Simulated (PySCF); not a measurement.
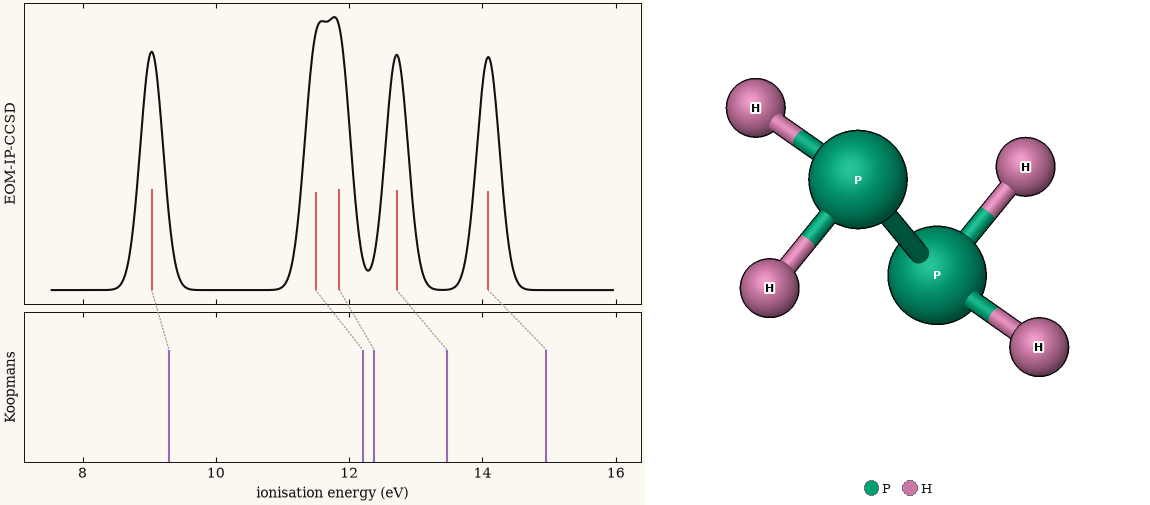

Valence photoelectron lines of P₂H₄, SMILES PP: vertical EOM-IP-CCSD/aug-cc-pVDZ (frozen core, PySCF, at a PBE0-D3(BJ)/def2-SVP geometry (no frequency check); 5 lines, one for each of the 5 highest orbitals, so a line of a deeper orbital can be missing among them) above, Hartree-Fock orbital energies with the sign turned below, non-relativistic; dotted lines join each line to its leading orbital. Stick heights are one-hole weights (summed over degenerate lines), not cross-sections; Gaussian width 0.40 eV.

> What is the first vertical ionisation energy, and how far is Koopmans' value off?

9.04 eV from the HOMO; Koopmans gives 9.30 eV, 0.26 eV too high.

> Do correlation and relaxation change the order of the lines?

Not among these holes, which come in the order of the orbitals, HOMO, HOMO−1, HOMO−2, HOMO−3, HOMO−4.

Note: small basis, so the lines can lie some tenths of an eV too low.
